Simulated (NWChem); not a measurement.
## Single-point calculation, with input and output: CH₆AlFSi (charge +1) (part 2 of 3)

CH₆AlFSi, charge +1, multiplicity 2; HF/STO-3G, UHF (NWChem 7.3.0). The geometry is that of the parent species in another charge or spin state. The geometry comes from this level: PBE0-D4/def2-TZVP.

Geometry of the input (Å):
```
C  0.2093  1.5221  -0.5497
Si -0.4873  0.1857  0.5781
Al 0.3205  -2.0619  0.0185
F  -0.2713  -3.3244  0.9101
H  -0.1710  2.5049  -0.2628
H  -0.0699  1.3408  -1.5899
H  1.2998  1.5511  -0.4953
H  -1.9787  0.1980  0.5096
H  -0.1292  0.4904  1.9955
H  1.3611  -2.4579  -1.1110
```

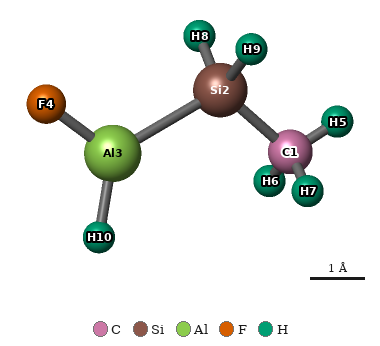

The input geometry (ball-and-stick view, seen at a tilt; atoms are numbered from 1 in the order of the input). Sticks mark near contacts.

### The program's output, continued
```
 Vector   23  Occ=1.000000D+00  E=-6.059875D-01
              MO Center= -1.3D-01,  6.8D-01,  4.2D-02, r^2= 3.1D+00
   Bfn.  Coefficient  Atom+Function         Bfn.  Coefficient  Atom+Function
  ----- ------------  ---------------      ----- ------------  ---------------
     5      0.354357   1 C  pz               14     -0.347574   2 Si pz
     4     -0.321418   1 C  py               12      0.250048   2 Si px
    32     -0.243865   8 H  s                33     -0.242273   9 H  s
     3     -0.234380   1 C  px               13      0.191112   2 Si py
    30     -0.171875   6 H  s                31     -0.172530   7 H  s

 Vector   24  Occ=1.000000D+00  E=-5.589282D-01
              MO Center= -4.3D-02, -8.2D-01,  2.2D-01, r^2= 4.3D+00
   Bfn.  Coefficient  Atom+Function         Bfn.  Coefficient  Atom+Function
  ----- ------------  ---------------      ----- ------------  ---------------
    13      0.496558   2 Si py               34      0.345248  10 H  s
    27      0.331157   4 F  py               22     -0.288067   3 Al py
     4     -0.246626   1 C  py               20     -0.193033   3 Al s
     9     -0.184444   2 Si py               29     -0.182505   5 H  s
    32      0.171685   8 H  s                33      0.171431   9 H  s

 Vector   25  Occ=0.000000D+00  E= 6.249608D-02
              MO Center=  2.3D-01, -2.0D+00,  9.2D-02, r^2= 1.9D+00
   Bfn.  Coefficient  Atom+Function         Bfn.  Coefficient  Atom+Function
  ----- ------------  ---------------      ----- ------------  ---------------
    21      0.750540   3 Al px               23      0.651256   3 Al pz
    17     -0.293097   3 Al px               19     -0.254268   3 Al pz
    26     -0.197762   4 F  px               33     -0.192786   9 H  s
    32      0.177931   8 H  s                28     -0.175706   4 F  pz

 Vector   26  Occ=0.000000D+00  E= 7.039978D-02
              MO Center=  1.4D-01, -1.3D+00,  1.2D-01, r^2= 2.8D+00
   Bfn.  Coefficient  Atom+Function         Bfn.  Coefficient  Atom+Function
  ----- ------------  ---------------      ----- ------------  ---------------
    20      0.977870   3 Al s                11     -0.581106   2 Si s
    13      0.550774   2 Si py               34     -0.473445  10 H  s
    22      0.324965   3 Al py               16     -0.274516   3 Al s
    27     -0.246937   4 F  py               12     -0.210794   2 Si px
     9     -0.170204   2 Si py               14      0.161752   2 Si pz

 Vector   27  Occ=0.000000D+00  E= 2.615616D-01
              MO Center= -1.8D-01, -2.8D-01,  2.7D-01, r^2= 3.4D+00
   Bfn.  Coefficient  Atom+Function         Bfn.  Coefficient  Atom+Function
  ----- ------------  ---------------      ----- ------------  ---------------
    14      0.628052   2 Si pz                2      0.545315   1 C  s
    12     -0.492739   2 Si px               13     -0.427059   2 Si py
    23      0.419772   3 Al pz                4     -0.364644   1 C  py
     5      0.337698   1 C  pz               32     -0.338830   8 H  s
    21     -0.329526   3 Al px               34      0.302252  10 H  s

 Vector   28  Occ=0.000000D+00  E= 3.036830D-01
              MO Center= -5.3D-01,  1.9D-01,  6.3D-01, r^2= 2.6D+00
   Bfn.  Coefficient  Atom+Function         Bfn.  Coefficient  Atom+Function
  ----- ------------  ---------------      ----- ------------  ---------------
    12      0.806897   2 Si px               14      0.697713   2 Si pz
    33     -0.678088   9 H  s                32      0.664276   8 H  s
    31     -0.243152   7 H  s                30      0.238089   6 H  s
     8     -0.228389   2 Si px               21     -0.216857   3 Al px
    10     -0.197406   2 Si pz               23     -0.177277   3 Al pz

 Vector   29  Occ=0.000000D+00  E= 3.129552D-01
              MO Center= -6.3D-01,  5.7D-01,  7.0D-01, r^2= 2.5D+00
   Bfn.  Coefficient  Atom+Function         Bfn.  Coefficient  Atom+Function
  ----- ------------  ---------------      ----- ------------  ---------------
    11      1.023089   2 Si s                33     -0.679925   9 H  s
    32     -0.660896   8 H  s                13      0.559233   2 Si py
     2     -0.448822   1 C  s                 4      0.403940   1 C  py
    12     -0.239747   2 Si px                5     -0.223462   1 C  pz
    14      0.213664   2 Si pz                7     -0.189325   2 Si s

 Vector   30  Occ=0.000000D+00  E= 3.632678D-01
              MO Center=  3.6D-01, -2.2D+00, -1.4D-02, r^2= 2.6D+00
   Bfn.  Coefficient  Atom+Function         Bfn.  Coefficient  Atom+Function
  ----- ------------  ---------------      ----- ------------  ---------------
    22      1.023554   3 Al py               34      0.501786  10 H  s
    20     -0.401072   3 Al s                18     -0.350874   3 Al py
    13      0.333819   2 Si py               25      0.319021   4 F  s
    28     -0.290139   4 F  pz               21     -0.249173   3 Al px
    12     -0.237773   2 Si px               26      0.223425   4 F  px

 Vector   31  Occ=0.000000D+00  E= 4.313584D-01
              MO Center=  1.4D-01, -1.4D+00,  1.1D-01, r^2= 3.3D+00
   Bfn.  Coefficient  Atom+Function         Bfn.  Coefficient  Atom+Function
  ----- ------------  ---------------      ----- ------------  ---------------
    23      0.784545   3 Al pz               21     -0.657966   3 Al px
    34      0.591443  10 H  s                14     -0.454556   2 Si pz
    13      0.391302   2 Si py               12      0.327666   2 Si px
     2     -0.316126   1 C  s                27     -0.302248   4 F  py
    25     -0.269958   4 F  s                19     -0.262780   3 Al pz

 Vector   32  Occ=0.000000D+00  E= 5.417108D-01
              MO Center=  1.1D-01,  1.7D+00, -4.7D-01, r^2= 1.5D+00
   Bfn.  Coefficient  Atom+Function         Bfn.  Coefficient  Atom+Function
  ----- ------------  ---------------      ----- ------------  ---------------
    29      0.963483   5 H  s                 4     -0.731907   1 C  py
     5     -0.572061   1 C  pz                3      0.566178   1 C  px
    30     -0.486428   6 H  s                31     -0.482405   7 H  s
    13      0.184793   2 Si py               14      0.151103   2 Si pz

 Vector   33  Occ=0.000000D+00  E= 5.448689D-01
              MO Center=  3.5D-01,  1.4D+00, -7.0D-01, r^2= 1.5D+00
   Bfn.  Coefficient  Atom+Function         Bfn.  Coefficient  Atom+Function
  ----- ------------  ---------------      ----- ------------  ---------------
     3      0.844566   1 C  px               30      0.828171   6 H  s
    31     -0.830998   7 H  s                 5      0.673608   1 C  pz
    12     -0.257268   2 Si px               14     -0.201085   2 Si pz
    32     -0.166632   8 H  s                33      0.162481   9 H  s

 Vector   34  Occ=0.000000D+00  E= 5.801897D-01
              MO Center=  3.5D-01,  1.8D+00, -7.9D-01, r^2= 1.3D+00
   Bfn.  Coefficient  Atom+Function         Bfn.  Coefficient  Atom+Function
  ----- ------------  ---------------      ----- ------------  ---------------
     2      1.315781   1 C  s                29     -0.753412   5 H  s
    30     -0.743750   6 H  s                31     -0.742989   7 H  s
     4      0.471789   1 C  py                5     -0.389970   1 C  pz
     3      0.238609   1 C  px                1     -0.204402   1 C  s

                     UHF Final Beta Molecular Orbital Analysis
                     -----------------------------------------

 Vector   14  Occ=1.000000D+00  E=-1.084106D+00
              MO Center=  2.0D-01,  1.5D+00, -5.2D-01, r^2= 1.3D+00
   Bfn.  Coefficient  Atom+Function         Bfn.  Coefficient  Atom+Function
  ----- ------------  ---------------      ----- ------------  ---------------
     2      0.632990   1 C  s                 1     -0.217022   1 C  s
    11      0.205010   2 Si s                30      0.180171   6 H  s
    31      0.180118   7 H  s                29      0.170660   5 H  s

 Vector   15  Occ=1.000000D+00  E=-8.469384D-01
              MO Center= -5.3D-01,  2.9D-01,  6.1D-01, r^2= 2.7D+00
   Bfn.  Coefficient  Atom+Function         Bfn.  Coefficient  Atom+Function
  ----- ------------  ---------------      ----- ------------  ---------------
    11      0.653239   2 Si s                 7     -0.252279   2 Si s
    32      0.247935   8 H  s                33      0.248024   9 H  s
     2     -0.163102   1 C  s

 Vector   16  Occ=1.000000D+00  E=-7.208593D-01
              MO Center=  8.6D-02, -2.3D+00,  3.3D-01, r^2= 3.8D+00
   Bfn.  Coefficient  Atom+Function         Bfn.  Coefficient  Atom+Function
  ----- ------------  ---------------      ----- ------------  ---------------
    20      0.531967   3 Al s                28     -0.434781   4 F  pz
    26      0.340057   4 F  px               27      0.260296   4 F  py
    25     -0.249547   4 F  s                16     -0.223541   3 Al s
    34      0.212957  10 H  s

 Vector   17  Occ=1.000000D+00  E=-7.085500D-01
              MO Center=  2.4D-01,  1.3D+00, -5.4D-01, r^2= 1.9D+00
   Bfn.  Coefficient  Atom+Function         Bfn.  Coefficient  Atom+Function
  ----- ------------  ---------------      ----- ------------  ---------------
     3      0.412984   1 C  px               30     -0.379842   6 H  s
    31      0.377545   7 H  s                 5      0.332759   1 C  pz
    12      0.161249   2 Si px

 Vector   18  Occ=1.000000D+00  E=-6.955538D-01
              MO Center=  1.0D-01,  1.3D+00, -3.7D-01, r^2= 3.6D+00
   Bfn.  Coefficient  Atom+Function         Bfn.  Coefficient  Atom+Function
  ----- ------------  ---------------      ----- ------------  ---------------
    29      0.453404   5 H  s                 4      0.402517   1 C  py
     3     -0.275150   1 C  px                5      0.262908   1 C  pz
    31     -0.210117   7 H  s                30     -0.206582   6 H  s
    28     -0.193727   4 F  pz               26      0.159289   4 F  px

 Vector   19  Occ=1.000000D+00  E=-6.453578D-01
              MO Center= -2.5D-01, -3.2D+00,  8.6D-01, r^2= 7.6D-01
   Bfn.  Coefficient  Atom+Function         Bfn.  Coefficient  Atom+Function
  ----- ------------  ---------------      ----- ------------  ---------------
    26      0.717645   4 F  px               28      0.623982   4 F  pz

 Vector   20  Occ=1.000000D+00  E=-6.128126D-01
              MO Center= -6.8D-01,  3.9D-01,  7.6D-01, r^2= 2.8D+00
   Bfn.  Coefficient  Atom+Function         Bfn.  Coefficient  Atom+Function
  ----- ------------  ---------------      ----- ------------  ---------------
    32      0.457573   8 H  s                33     -0.449916   9 H  s
    12     -0.357349   2 Si px               14     -0.278680   2 Si pz
    31      0.182064   7 H  s                30     -0.177581   6 H  s
     3      0.175077   1 C  px

 Vector   21  Occ=1.000000D+00  E=-6.038540D-01
              MO Center=  1.1D-01, -1.4D+00,  1.7D-01, r^2= 5.0D+00
   Bfn.  Coefficient  Atom+Function         Bfn.  Coefficient  Atom+Function
  ----- ------------  ---------------      ----- ------------  ---------------
    28      0.409304   4 F  pz               26     -0.359869   4 F  px
    20      0.315963   3 Al s                34      0.313567  10 H  s
    14     -0.233088   2 Si pz                5      0.202026   1 C  pz
    33     -0.200294   9 H  s                22      0.178647   3 Al py
    32     -0.179468   8 H  s                12      0.166592   2 Si px

 Vector   22  Occ=1.000000D+00  E=-5.962502D-01
              MO Center= -1.7D-01, -1.5D+00,  4.8D-01, r^2= 5.4D+00
   Bfn.  Coefficient  Atom+Function         Bfn.  Coefficient  Atom+Function
  ----- ------------  ---------------      ----- ------------  ---------------
    27      0.541719   4 F  py               26     -0.338542   4 F  px
    28      0.294193   4 F  pz                4      0.266665   1 C  py
    20      0.209882   3 Al s                 5     -0.208271   1 C  pz
    14      0.207638   2 Si pz               13     -0.178458   2 Si py

 Vector   23  Occ=1.000000D+00  E=-5.780287D-01
              MO Center=  2.3D-01, -1.5D+00,  1.6D-02, r^2= 5.3D+00
   Bfn.  Coefficient  Atom+Function         Bfn.  Coefficient  Atom+Function
  ----- ------------  ---------------      ----- ------------  ---------------
    27      0.507954   4 F  py               34     -0.363088  10 H  s
    23      0.262692   3 Al pz                4     -0.228235   1 C  py
    21     -0.219934   3 Al px               14     -0.198919   2 Si pz
     5      0.194955   1 C  pz

 Vector   24  Occ=0.000000D+00  E=-2.194538D-01
              MO Center= -3.5D-02, -1.1D+00,  2.6D-01, r^2= 3.5D+00
   Bfn.  Coefficient  Atom+Function         Bfn.  Coefficient  Atom+Function
  ----- ------------  ---------------      ----- ------------  ---------------
    13      0.471297   2 Si py               27      0.337381   4 F  py
    34      0.334208  10 H  s                22     -0.330938   3 Al py
    11     -0.241082   2 Si s                20     -0.220858   3 Al s
    32      0.178939   8 H  s                33      0.178992   9 H  s
     9     -0.177851   2 Si py               12     -0.177931   2 Si px

 Vector   25  Occ=0.000000D+00  E= 6.345381D-02
              MO Center=  2.5D-01, -2.0D+00,  9.0D-02, r^2= 1.8D+00
   Bfn.  Coefficient  Atom+Function         Bfn.  Coefficient  Atom+Function
  ----- ------------  ---------------      ----- ------------  ---------------
    21      0.756184   3 Al px               23      0.657618   3 Al pz
    17     -0.295123   3 Al px               19     -0.256633   3 Al pz
    26     -0.205845   4 F  px               28     -0.179326   4 F  pz
    33     -0.163293   9 H  s                32      0.155068   8 H  s

 Vector   26  Occ=0.000000D+00  E= 1.393072D-01
              MO Center=  1.5D-01, -1.3D+00,  8.3D-02, r^2= 3.3D+00
   Bfn.  Coefficient  Atom+Function         Bfn.  Coefficient  Atom+Function
  ----- ------------  ---------------      ----- ------------  ---------------
    20      0.914587   3 Al s                11     -0.622432   2 Si s
    34     -0.540508  10 H  s                13      0.512897   2 Si py
    27     -0.292542   4 F  py               22      0.254309   3 Al py
    16     -0.246547   3 Al s                12     -0.211665   2 Si px
    32      0.193042   8 H  s                33      0.190836   9 H  s

 Vector   27  Occ=0.000000D+00  E= 2.890060D-01
              MO Center= -2.3D-01, -3.2D-01,  3.2D-01, r^2= 3.6D+00
   Bfn.  Coefficient  Atom+Function         Bfn.  Coefficient  Atom+Function
  ----- ------------  ---------------      ----- ------------  ---------------
    14      0.619083   2 Si pz                2      0.534761   1 C  s
    12     -0.486073   2 Si px               13     -0.462530   2 Si py
    23      0.373051   3 Al pz               32     -0.373110   8 H  s
     4     -0.347068   1 C  py                5      0.324852   1 C  pz
    22     -0.312944   3 Al py               33     -0.309342   9 H  s

 Vector   28  Occ=0.000000D+00  E= 3.201269D-01
              MO Center= -5.3D-01,  2.4D-01,  6.4D-01, r^2= 2.5D+00
   Bfn.  Coefficient  Atom+Function         Bfn.  Coefficient  Atom+Function
  ----- ------------  ---------------      ----- ------------  ---------------
    12      0.800364   2 Si px               14      0.699818   2 Si pz
    33     -0.691475   9 H  s                32      0.663438   8 H  s
    31     -0.258363   7 H  s                30      0.254815   6 H  s
     8     -0.226074   2 Si px               10     -0.197541   2 Si pz
    21     -0.187441   3 Al px               23     -0.150490   3 Al pz

 Vector   29  Occ=0.000000D+00  E= 3.348279D-01
              MO Center= -5.6D-01,  5.1D-01,  6.2D-01, r^2= 2.8D+00
   Bfn.  Coefficient  Atom+Function         Bfn.  Coefficient  Atom+Function
  ----- ------------  ---------------      ----- ------------  ---------------
    11      0.996114   2 Si s                33     -0.636872   9 H  s
    32     -0.624255   8 H  s                13      0.600889   2 Si py
     2     -0.479366   1 C  s                 4      0.418174   1 C  py
     5     -0.228905   1 C  pz               12     -0.216394   2 Si px
    22     -0.211922   3 Al py               20      0.195636   3 Al s

 Vector   30  Occ=0.000000D+00  E= 3.887492D-01
              MO Center=  2.1D-01, -1.8D+00,  1.1D-01, r^2= 3.4D+00
   Bfn.  Coefficient  Atom+Function         Bfn.  Coefficient  Atom+Function
  ----- ------------  ---------------      ----- ------------  ---------------
    22      1.009498   3 Al py               14      0.372095   2 Si pz
    12     -0.356819   2 Si px               25      0.350265   4 F  s
    18     -0.347392   3 Al py               34      0.344233  10 H  s
    20     -0.318407   3 Al s                28     -0.283148   4 F  pz
    13      0.260218   2 Si py               27      0.250838   4 F  py

 Vector   31  Occ=0.000000D+00  E= 4.579486D-01
              MO Center=  2.9D-01, -1.6D+00, -2.6D-02, r^2= 3.2D+00
   Bfn.  Coefficient  Atom+Function         Bfn.  Coefficient  Atom+Function
  ----- ------------  ---------------      ----- ------------  ---------------
    23      0.786287   3 Al pz               34      0.740567  10 H  s
    21     -0.694664   3 Al px               13      0.435346   2 Si py
    14     -0.362474   2 Si pz               27     -0.295744   4 F  py
     2     -0.282461   1 C  s                19     -0.259509   3 Al pz
    12      0.240837   2 Si px               17      0.229352   3 Al px
```
